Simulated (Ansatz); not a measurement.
# ClH7OSi3 + SiH4: a complex and its separated parts

Aim: how far the complex at one end of a reaction step lies below its separated, relaxed parts, level by level.

Computed with Ansatz 0.2.0, Gaussian basis. Level: PBE0-D4/def2-TZVP structures, single points in def2-TZVPP, no counterpoise correction.

Levels: SPW92, PBE-D4, BLYP-D4, r2SCAN-D4, B97M-V, PBE0-D4, B3LYP-D4, r2SCAN0-D4, BHLYP-D4, CAM-B3LYP-D4, wB97X-V, wB97M-V, B2PLYP, PBE-QIDH, RPA on PBE, Hartree-Fock, MP2, CCSD, CCSD(T).

Cores are frozen in the correlated methods. B3LYP uses VWN-RPA correlation. B2PLYP carries no dispersion term here.

94 further runs of the same task are left out: 94 set aside as unsound or not needed. Runs told in other sessions of the task aren't counted.

## 1. The system as given

The complex: 17 atoms, charge 0, spin multiplicity 1.

Atoms are counted from 1 here; the program's logs count them from 0.

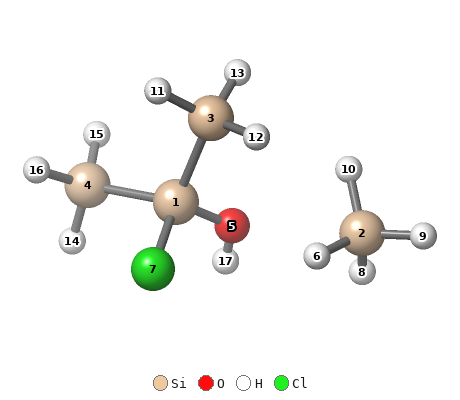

The starting geometry (silicon light orange, oxygen red, hydrogen white, chlorine green); atoms are numbered from 1 in the order of the file.

As a file:

```xyz
17

Si   -0.69053    0.29583    0.68651
Si    3.05913   -0.73693   -0.87770
Si   -0.71179    1.18405   -1.47968
Si   -2.80261   -0.20926    1.57602
O     0.29715   -1.02437    0.66824
H     2.82055    0.51501   -0.11839
Cl    0.09963    1.74055    1.95337
H     3.15438   -1.88968    0.05223
H     4.34376   -0.61284   -1.61723
H     1.96575   -0.95855   -1.85623
H    -1.76151    2.23733   -1.51860
H     0.60274    1.78631   -1.81614
H    -1.05342    0.12455   -2.46477
H    -2.63421   -0.82241    2.92263
H    -3.51990   -1.17172    0.69643
H    -3.60716    1.03414    1.69871
H     0.43806   -1.49191    1.49459
```

Its parts: ClH7OSi3 holds atoms 1, 3, 4, 5, 7, 11, 12, 13, 14, 15, 16, 17; SiH4 holds atoms 2, 6, 8, 9, 10. Each part counts its atoms afresh in its own runs.

## 2. Relaxing ClH7OSi3 alone

Contents of relax-a/in.yaml:

```yaml
crystal:
  periodic: [false, false, false]
  atoms:
    - {symbol: Si, position_ang: [-0.690527, 0.295831, 0.686506]}
    - {symbol: Si, position_ang: [-0.711791, 1.184051, -1.479682]}
    - {symbol: Si, position_ang: [-2.802614, -0.209260, 1.576018]}
    - {symbol: O, position_ang: [0.297148, -1.024372, 0.668245]}
    - {symbol: Cl, position_ang: [0.099625, 1.740548, 1.953371]}
    - {symbol: H, position_ang: [-1.761515, 2.237326, -1.518601]}
    - {symbol: H, position_ang: [0.602736, 1.786313, -1.816136]}
    - {symbol: H, position_ang: [-1.053419, 0.124547, -2.464775]}
    - {symbol: H, position_ang: [-2.634213, -0.822407, 2.922631]}
    - {symbol: H, position_ang: [-3.519904, -1.171716, 0.696431]}
    - {symbol: H, position_ang: [-3.607160, 1.034142, 1.698714]}
    - {symbol: H, position_ang: [0.438062, -1.491914, 1.494588]}
basis:
  gaussian: {orbitals: def2-TZVP}
hamiltonian: {xc: pbe0, dispersion: d4}
relax: {f_tol: 0.005, max_steps: 200}
```

On the command line:

```
> ansatz run in.yaml --threads 4 --pin off --events-out ev --progress --plain --max-ram 66560MiB --backend cuda --devices 0, --max-vram 37GiB
```

Output, cut to the lines that bear on the results:

```text
Functional definition: PBE0
  name "PBE0"
  cite "Adamo & Barone, J. Chem. Phys. 110, 6158 (1999) doi:10.1063/1.478522"
  cite "Perdew, Burke & Ernzerhof, Phys. Rev. Lett. 77, 3865 (1996) doi:10.1103/PhysRevLett.77.3865"
  parent pbe
[...]
1531 factors; their error is unknown
[...]
mean field -38304.84675066 eV, -1407.6771541290 hartree, gradient 2.5e-5 eV, S^2 0.000000; 0 other end points of the search recorded, 0 dependent functions left out
[...]
reference -38304.84679146 eV, -1407.6771556285 hartree; 37, 37 occupied and 184, 184 virtual orbitals, 1531 factors
[...]
Atom 4 at     0.040035     1.779036     1.963973 Å, force    -0.000034     0.000299    -0.000364 eV/Å
Atom 5 at    -1.610575     2.377156    -1.494894 Å, force    -0.000287     0.000588    -0.000536 eV/Å
Atom 6 at     0.660714     1.600499    -1.867160 Å, force     0.000751     0.000569    -0.000402 eV/Å
Atom 7 at    -1.228366     0.179472    -2.434937 Å, force    -0.000154     0.000202    -0.000743 eV/Å
Atom 8 at    -2.634669    -0.825893     2.930954 Å, force    -0.000002    -0.000088     0.000092 eV/Å
Atom 9 at    -3.487659    -1.241031     0.703784 Å, force    -0.000151     0.000164    -0.000212 eV/Å
Atom 10 at    -3.651298     0.977459     1.665441 Å, force    -0.000062     0.000085     0.000236 eV/Å
Atom 11 at     0.470355    -1.447928     1.492030 Å, force     0.000935    -0.001146     0.000908 eV/Å
Dipole moment:    -0.105283    -0.245169     0.058118 e Å
```

Run time: 13 s. Hardware: 1 × a share of an NVIDIA H100 with 4 threads of AMD EPYC 7R13, shared host.

The steps of the relaxation:

```csv
step,energy from step 1 (eV),largest force component (eV/Å)
1,0.0000,0.1019
2,-0.0002,0.0644
3,-0.0008,0.0429
4,-0.0010,0.0359
5,-0.0014,0.0165
6,-0.0018,0.0338
7,-0.0023,0.0621
8,-0.0026,0.0489
9,-0.0029,0.0318
10,-0.0030,0.0345
11,-0.0031,0.0179
12,-0.0031,0.0024
```

Distances of close pairs at the start and the end, largest changes first:

```csv
bond,before (Å),after (Å),change (Å)
Si1–O4,1.649,1.646,-0.003
Si1–Si2,2.341,2.339,-0.002
Si1–Cl5,2.078,2.079,+0.002
Si2–H7,1.485,1.486,+0.001
Si2–H8,1.486,1.487,+0.001
Si2–H6,1.488,1.487,-0.001
O4–H12,0.960,0.960,-0.000
Si3–H11,1.486,1.486,+0.000
```

## 3. Relaxing SiH4 alone

Contents of relax-b/in.yaml:

```yaml
crystal:
  periodic: [false, false, false]
  atoms:
    - {symbol: Si, position_ang: [3.059135, -0.736926, -0.877700]}
    - {symbol: H, position_ang: [2.820548, 0.515007, -0.118387]}
    - {symbol: H, position_ang: [3.154377, -1.889678, 0.052234]}
    - {symbol: H, position_ang: [4.343760, -0.612843, -1.617227]}
    - {symbol: H, position_ang: [1.965750, -0.958552, -1.856230]}
basis:
  gaussian: {orbitals: def2-TZVP}
hamiltonian: {xc: pbe0, dispersion: d4}
relax: {f_tol: 0.005, max_steps: 200}
```

On the command line:

```
> ansatz run in.yaml --threads 4 --pin off --events-out ev --progress --plain --max-ram 66560MiB --backend cpu
```

Output, cut to the lines that bear on the results:

```text
[... 5 set-up lines as earlier in the session ...]
[...]
444 factors; their error is unknown
[...]
mean field -7939.08393741 eV, -291.7559533956 hartree, gradient 1.6e-5 eV, S^2 0.000000; 0 other end points of the search recorded, 0 dependent functions left out
[...]
Atom 1 at     2.814757     0.509571    -0.117368 Å, force    -0.000060     0.000614     0.000331 eV/Å
Atom 2 at     3.146594    -1.886056     0.053033 Å, force     0.000109    -0.000451     0.000340 eV/Å
Atom 3 at     4.351153    -0.611424    -1.621134 Å, force    -0.000096    -0.000012     0.000050 eV/Å
Atom 4 at     1.962347    -0.958488    -1.848376 Å, force    -0.000394    -0.000074    -0.000453 eV/Å
Dipole moment:     0.000003     0.000003    -0.000002 e Å
```

Wall time 1.1 s (4 threads of AMD EPYC 7R13, shared host).

Along the way:

```csv
step,energy from step 1 (eV),largest force component (eV/Å)
1,0.0000,0.1614
2,-0.0014,0.0225
3,-0.0014,0.0144
4,-0.0015,0.0006
```

Distances of close pairs at the start and the end, largest changes first:

```csv
bond,before (Å),after (Å),change (Å)
Si1–H4,1.487,1.485,-0.003
Si1–H2,1.484,1.485,+0.001
Si1–H5,1.484,1.485,+0.001
Si1–H3,1.484,1.485,+0.001
```

## 4. SPW92/def2-TZVPP

Contents of parta/in.yaml:

```yaml
crystal:
  periodic: [false, false, false]
  atoms:
    - {symbol: Si, position_ang: [-0.702955, 0.311640, 0.692125]}
    - {symbol: Si, position_ang: [-0.713010, 1.191942, -1.475186]}
    - {symbol: Si, position_ang: [-2.806934, -0.242085, 1.571790]}
    - {symbol: O, position_ang: [0.320791, -0.977177, 0.669389]}
    - {symbol: Cl, position_ang: [0.040035, 1.779036, 1.963973]}
    - {symbol: H, position_ang: [-1.610575, 2.377156, -1.494894]}
    - {symbol: H, position_ang: [0.660714, 1.600499, -1.867160]}
    - {symbol: H, position_ang: [-1.228366, 0.179472, -2.434937]}
    - {symbol: H, position_ang: [-2.634669, -0.825893, 2.930954]}
    - {symbol: H, position_ang: [-3.487659, -1.241031, 0.703784]}
    - {symbol: H, position_ang: [-3.651298, 0.977459, 1.665441]}
    - {symbol: H, position_ang: [0.470355, -1.447928, 1.492030]}
basis:
  gaussian: {orbitals: def2-TZVPP}
hamiltonian: {xc: lda}
```

Contents of partb/in.yaml:

```yaml
crystal:
  periodic: [false, false, false]
  atoms:
    - {symbol: Si, position_ang: [3.068719, -0.736595, -0.883465]}
    - {symbol: H, position_ang: [2.814757, 0.509571, -0.117368]}
    - {symbol: H, position_ang: [3.146594, -1.886056, 0.053033]}
    - {symbol: H, position_ang: [4.351153, -0.611424, -1.621134]}
    - {symbol: H, position_ang: [1.962347, -0.958488, -1.848376]}
basis:
  gaussian: {orbitals: def2-TZVPP}
hamiltonian: {xc: lda}
```

Each run has its own folder and the same command.

On the command line:

```
> ansatz run in.yaml --threads 4 --pin off --events-out ev --progress --plain --max-ram 66560MiB --backend cpu
```

Output in parta, cut to the lines that bear on the results:

```text
Functional definition: SPW92
  name "SPW92"
  cite "Dirac, Proc. Camb. Phil. Soc. 26, 376 (1930) doi:10.1017/S0305004100016108"
  cite "Slater, Phys. Rev. 81, 385 (1951) doi:10.1103/PhysRev.81.385"
  cite "Perdew & Wang, Phys. Rev. B 45, 13244 (1992) doi:10.1103/PhysRevB.45.13244"
[...]
1722 factors; their error is unknown
[...]
mean field -38170.07497266 eV, -1402.7243826390 hartree, gradient 3.6e-5 eV, S^2 0.000000; 0 other end points of the search recorded, 0 dependent functions left out
reference -38170.07502319 eV, -1402.7243844961 hartree; 37, 37 occupied and 260, 260 virtual orbitals, 1722 factors
Total energy: -38170.07502319 eV, -1402.7243844961 hartree
```

Log of partb, cut to the lines that bear on the results:

```text
[... 5 set-up lines as earlier in the session ...]
[...]
524 factors; their error is unknown
[...]
mean field -7909.52602768 eV, -290.6697202480 hartree, gradient 1.8e-5 eV, S^2 0.000000; 0 other end points of the search recorded, 0 dependent functions left out
reference -7909.52605977 eV, -290.6697214272 hartree; 9, 9 occupied and 89, 89 virtual orbitals, 524 factors
Total energy: -7909.52605977 eV, -290.6697214272 hartree
```

They took 1.4 s (parta), 0.2 s (partb) on 4 threads of AMD EPYC 7R13, shared host.

## 5. PBE-D4/def2-TZVPP

The same edit goes into each in.yaml of step 4 (parta, partb):

```diff
-hamiltonian: {xc: lda}
+hamiltonian: {xc: pbe, dispersion: d4}
```

One command serves all of them, each in its own folder.

On the command line:

```
> ansatz run in.yaml --threads 4 --pin off --events-out ev --progress --plain --max-ram 66560MiB --backend cpu
```

Output in parta, cut to the lines that bear on the results:

```text
Functional definition: PBE
  name "PBE"
[... 2 set-up lines as earlier in the session ...]
[...]
1722 factors; their error is unknown
[...]
mean field -38301.42344562 eV, -1407.5513499894 hartree, gradient 7.3e-5 eV, S^2 0.000000; 0 other end points of the search recorded, 0 dependent functions left out
reference -38301.42349961 eV, -1407.5513519733 hartree; 37, 37 occupied and 260, 260 virtual orbitals, 1722 factors
Total energy: -38301.77300665 eV, -1407.5641961202 hartree
```

Output in partb, cut to the lines that bear on the results:

```text
[... 4 set-up lines as earlier in the session ...]
[...]
524 factors; their error is unknown
[...]
mean field -7938.15289267 eV, -291.7217381323 hartree, gradient 1.9e-5 eV, S^2 0.000000; 0 other end points of the search recorded, 0 dependent functions left out
reference -7938.15292697 eV, -291.7217393928 hartree; 9, 9 occupied and 89, 89 virtual orbitals, 524 factors
Total energy: -7938.19526787 eV, -291.7232953921 hartree
```

Wall times: 2.3 s (parta), 0.3 s (partb) on 4 threads of AMD EPYC 7R13, shared host.

## 6. BLYP-D4/def2-TZVPP

The same edit goes into each in.yaml of step 5 (parta, partb):

```diff
-hamiltonian: {xc: pbe, dispersion: d4}
+hamiltonian: {xc: {name: BLYP}, dispersion: d4}
```

One command serves all of them, each in its own folder.

On the command line:

```
> ansatz run in.yaml --threads 4 --pin off --events-out ev --progress --plain --max-ram 66560MiB --backend cpu
```

Output in parta, cut to the lines that bear on the results:

```text
Functional definition: BLYP
  name "BLYP"
  cite "Becke, Phys. Rev. A 38, 3098 (1988) doi:10.1103/PhysRevA.38.3098"
  cite "Lee, Yang & Parr, Phys. Rev. B 37, 785 (1988) doi:10.1103/PhysRevB.37.785"
[...]
1722 factors; their error is unknown
[...]
mean field -38320.18958456 eV, -1408.2409928752 hartree, gradient 3.4e-5 eV, S^2 0.000000; 0 other end points of the search recorded, 0 dependent functions left out
reference -38320.19003893 eV, -1408.2410095729 hartree; 37, 37 occupied and 260, 260 virtual orbitals, 1722 factors
Total energy: -38320.92640623 eV, -1408.2680705720 hartree
```

Log of partb, cut to the lines that bear on the results:

```text
[... 4 set-up lines as earlier in the session ...]
[...]
524 factors; their error is unknown
[...]
mean field -7942.32372926 eV, -291.8750135498 hartree, gradient 1.6e-5 eV, S^2 0.000000; 0 other end points of the search recorded, 0 dependent functions left out
reference -7942.32401075 eV, -291.8750238943 hartree; 9, 9 occupied and 89, 89 virtual orbitals, 524 factors
Total energy: -7942.42242561 eV, -291.8786405741 hartree
```

Wall times: 2.3 s (parta), 0.3 s (partb) on 4 threads of AMD EPYC 7R13, shared host.

## 7. r2SCAN-D4/def2-TZVPP

The same edit goes into each in.yaml of step 6 (parta, partb):

```diff
-hamiltonian: {xc: {name: BLYP}, dispersion: d4}
+hamiltonian: {xc: r2scan, dispersion: d4}
```

The same command starts each run, in its folder.

On the command line:

```
> ansatz run in.yaml --threads 4 --pin off --events-out ev --progress --plain --max-ram 66560MiB --backend cpu
```

Output in parta, cut to the lines that bear on the results:

```text
Functional definition: r2SCAN
  name "r2SCAN"
  cite "Furness, Kaplan, Ning, Perdew & Sun, J. Phys. Chem. Lett. 11, 8208 (2020) doi:10.1021/acs.jpclett.0c02405"
  cite "Furness, Kaplan, Ning, Perdew & Sun, J. Phys. Chem. Lett. 11, 9248 (2020) doi:10.1021/acs.jpclett.0c03077"
  parent r2scan
[...]
1722 factors; their error is unknown
[...]
mean field -38317.27616459 eV, -1408.1339266659 hartree, gradient 6.1e-5 eV, S^2 0.000000; 0 other end points of the search recorded, 0 dependent functions left out
reference -38317.27618056 eV, -1408.1339272529 hartree; 37, 37 occupied and 260, 260 virtual orbitals, 1722 factors
Total energy: -38317.36287629 eV, -1408.1371132624 hartree
```

partb printed, cut to the lines that bear on the results:

```text
[... 5 set-up lines as earlier in the session ...]
[...]
524 factors; their error is unknown
[...]
mean field -7941.75742190 eV, -291.8542021383 hartree, gradient 1.3e-5 eV, S^2 0.000000; 0 other end points of the search recorded, 0 dependent functions left out
reference -7941.75743250 eV, -291.8542025278 hartree; 9, 9 occupied and 89, 89 virtual orbitals, 524 factors
Total energy: -7941.76700185 eV, -291.8545541948 hartree
```

Wall times: 4.1 s (parta), 0.5 s (partb) on 4 threads of AMD EPYC 7R13, shared host.

## 8. B97M-V/def2-TZVPP

The same edit goes into each in.yaml of step 7 (parta, partb):

```diff
-hamiltonian: {xc: r2scan, dispersion: d4}
+hamiltonian: {xc: {name: B97M-V}}
```

One command serves all of them, each in its own folder.

On the command line:

```
> ansatz run in.yaml --threads 4 --pin off --events-out ev --progress --plain --max-ram 66560MiB --backend cpu
```

parta printed, cut to the lines that bear on the results:

```text
Functional definition: B97M-V
  name "B97M-V"
  cite "Mardirossian & Head-Gordon, J. Chem. Phys. 142, 074111 (2015) doi:10.1063/1.4907719"
  cite "Becke, J. Chem. Phys. 107, 8554 (1997) doi:10.1063/1.475007"
  cite "Vydrov & Van Voorhis, J. Chem. Phys. 133, 244103 (2010) doi:10.1063/1.3521275"
  # Of w^i u^j: cxij and so on, Table III.
[...]
  gx(w, u) = cx00 + cx01*u + cx02*u^2 + (cx10 + cx11*u)*w
[...]
  gos(w, u) = cos00 + cos01*u + cos03*u^3 + cos10*w + cos32*w^3*u^2
[...]
      + integral(e_c_pw_mod_opposite_spin*gos(b97_w_opposite, b97_u_opposite)) + vv10(b, c)
1722 factors; their error is unknown
[...]
mean field -38311.44919400 eV, -1407.9197894465 hartree, gradient 3.1e-5 eV, S^2 0.000000; 0 other end points of the search recorded, 0 dependent functions left out
reference -38311.44927264 eV, -1407.9197923365 hartree; 37, 37 occupied and 260, 260 virtual orbitals, 1722 factors
Total energy: -38311.44927264 eV, -1407.9197923365 hartree
```

Log of partb, cut to the lines that bear on the results:

```text
[... 5 set-up lines as earlier in the session ...]
  # Of w^i u^j: cxij and so on, Table III.
[...]
  gx(w, u) = cx00 + cx01*u + cx02*u^2 + (cx10 + cx11*u)*w
[...]
  gos(w, u) = cos00 + cos01*u + cos03*u^3 + cos10*w + cos32*w^3*u^2
[...]
      + integral(e_c_pw_mod_opposite_spin*gos(b97_w_opposite, b97_u_opposite)) + vv10(b, c)
524 factors; their error is unknown
[...]
mean field -7940.58581153 eV, -291.8111462513 hartree, gradient 3.7e-5 eV, S^2 0.000000; 0 other end points of the search recorded, 0 dependent functions left out
reference -7940.58586396 eV, -291.8111481781 hartree; 9, 9 occupied and 89, 89 virtual orbitals, 524 factors
Total energy: -7940.58586396 eV, -291.8111481781 hartree
```

Times: 8.5 s (parta), 0.9 s (partb) on 4 threads of AMD EPYC 7R13, shared host.

(Part 1 of 3 ends here.)
